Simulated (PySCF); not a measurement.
## Excited-state calculation of C2H9ClOSi2

- system: C2H9ClOSi2, SMILES CO[SiH](Cl)C[SiH3]
- method: TDDFT CAM-B3LYP/def2-SVPD, vertical, gas phase, core orbitals frozen in the response (PySCF 2.14.0)

The geometry comes from this level: PBE0-D3(BJ)/def2-SVP.

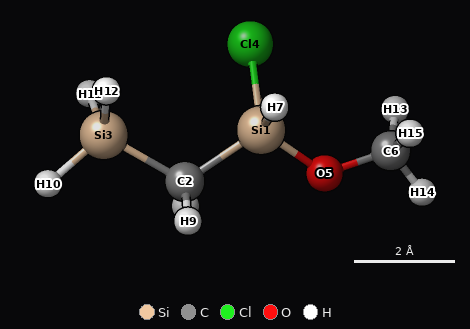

**Figure 1.** The structure (ball-and-stick view, seen on its broad side; atoms are numbered from 1 in the order of the input). Bond lengths as drawn: Cl–Si 2.08 Å, C–H 1.10 to 1.11 Å, C–O 1.40 Å, C–Si 1.85 to 1.89 Å, H–Si 1.49 to 1.50 Å and O–Si 1.65 Å.

### Summary

```csv
quantity,value
outcome,converged
total energy,−1195.655612 hartree
HOMO,−9.93 eV
LUMO,1.05 eV
dipole moment,1.71 D
mean polarisability,94.12 a.u.
vertical ionisation energy,10.67 eV
lowest singlet excitation,7.95 eV
hardware,"1 CPU thread, shared host"
wall time,4.2 min
peak memory,1.1 GiB
```

### Input
```
{"job": {"kind": "uv", "xc": "CAM-B3LYP", "basis": "def2-SVPD", "nstates": 6, "ntriplets": 2, "ip": true}, "charge": 0, "multiplicity": 1}
Si    -0.438879     0.136087     0.541130
C      1.080725    -0.283399    -0.428827
Si     2.583412    -0.794908     0.592464
Cl    -0.764343    -1.322424     1.987287
O     -1.727141     0.161899    -0.490575
C     -3.059828     0.406029    -0.126241
H     -0.327285     1.426181     1.277698
H      0.824860    -1.102140    -1.122920
H      1.340657     0.594979    -1.044642
H      3.805636    -0.790025    -0.268384
H      2.394426    -2.163022     1.154740
H      2.795238     0.167882     1.717033
H     -3.453814    -0.397399     0.519879
H     -3.671003     0.449273    -1.039678
H     -3.173008     1.366245     0.409203
```

The first line tells a small driver script what to run in PySCF; the rest is the geometry in Å.

Launch command:
```bash
OMP_NUM_THREADS=1 python <driver script> task.json out
```

### What the program printed
```
coarse grid: 13712 points
cycle   1  E = -1195.4059398751  dE =  3.527e-01  |g| = 6.765e-01  |ddm| = 4.619e+00
cycle   2  E = -1195.3588644570  dE =  4.708e-02  |g| = 8.741e-01  |ddm| = 1.598e+00
cycle   3  E = -1195.5005630676  dE = -1.417e-01  |g| = 8.693e-02  |ddm| = 7.499e-01
cycle   4  E = -1195.5020793184  dE = -1.516e-03  |g| = 3.065e-02  |ddm| = 1.580e-01
cycle   5  E = -1195.5023209920  dE = -2.417e-04  |g| = 4.232e-03  |ddm| = 5.302e-02
cycle   6  E = -1195.5023259366  dE = -4.945e-06  |g| = 1.736e-03  |ddm| = 9.198e-03
final grid: 117576 points
cycle   7  E = -1195.6556075233  dE = -1.772e-05  |g| = 4.064e-03  |ddm| = 4.039e-02
cycle   8  E = -1195.6556075367  dE = -1.345e-08  |g| = 4.129e-03  |ddm| = 1.029e-02
cycle   9  E = -1195.6556116591  dE = -4.122e-06  |g| = 3.632e-04  |ddm| = 4.533e-03
cycle  10  E = -1195.6556116828  dE = -2.366e-08  |g| = 1.534e-04  |ddm| = 4.739e-04
cycle  11  E = -1195.6556116874  dE = -4.602e-09  |g| = 3.799e-05  |ddm| = 1.853e-04
cycle  12  E = -1195.6556116877  dE = -3.563e-10  |g| = 6.807e-06  |ddm| = 5.264e-05
```

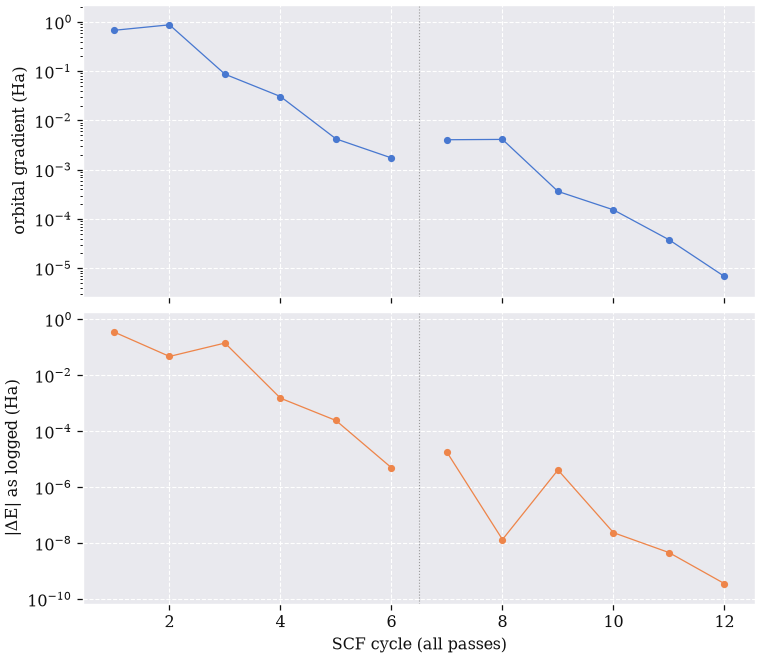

**Figure 2.** Convergence of the self-consistent field: orbital gradient and size of the energy change against the SCF cycle. The dotted line marks the change from a coarse to the final integration grid. The first 6 cycles use a coarse grid, the final grid takes over at cycle 7, and the field converges after 12 cycles in all.

```
converged SCF energy = -1195.6556116877

Static polarisability (au): isotropic 94.120, principal 80.931 91.081 110.347

Singlet excitations
state   eV       nm        f      main configurations
  1   7.9499    156.0   0.01341   H->L+1 0.51
  2   8.0740    153.6   0.00853   H->L+2 0.48, H->L 0.09, H->L+3 0.08
  3   8.2495    150.3   0.00692   H->L 0.32, H-1->L+1 0.16, H->L+2 0.11
  4   8.3161    149.1   0.00894   H-1->L+1 0.28, H-1->L 0.26
  5   8.4161    147.3   0.05318   H-1->L+2 0.58
  6   8.5230    145.5   0.06516   H-2->L+2 0.38, H-2->L 0.22, H-2->L+3 0.12

Triplet excitations (Tamm-Dancoff, eV): 7.5851 7.7060
Vertical ionisation energy (delta-SCF) = 10.6674 eV
```

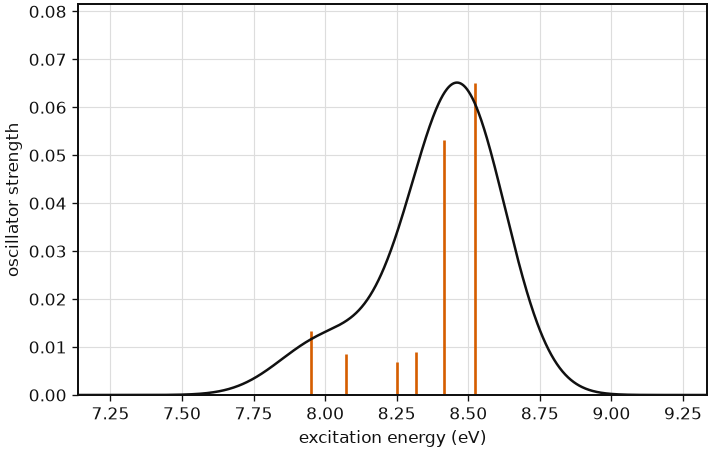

**Figure 3.** Computed excitations as sticks (degenerate states added up, dark ones marked on the axis), with a Gaussian envelope of 0.35 eV full width at half maximum, scaled to the tallest. Of the 6 states the lowest lies at 7.95 eV (f = 0.013); the strongest line is at 8.52 eV, or 145 nm (f = 0.065).

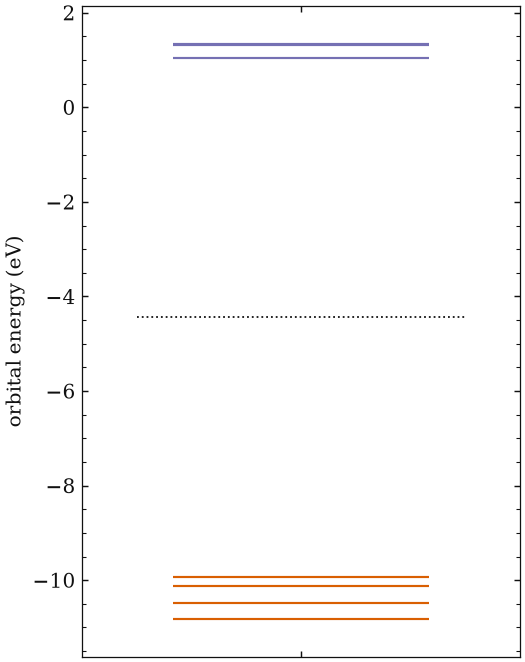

**Figure 4.** Orbital energies near the frontier; the dotted line parts filled from empty levels, and levels within 0.02 eV of each other stand side by side. Highest filled −9.93 eV, lowest empty 1.05 eV, 10.98 eV apart.
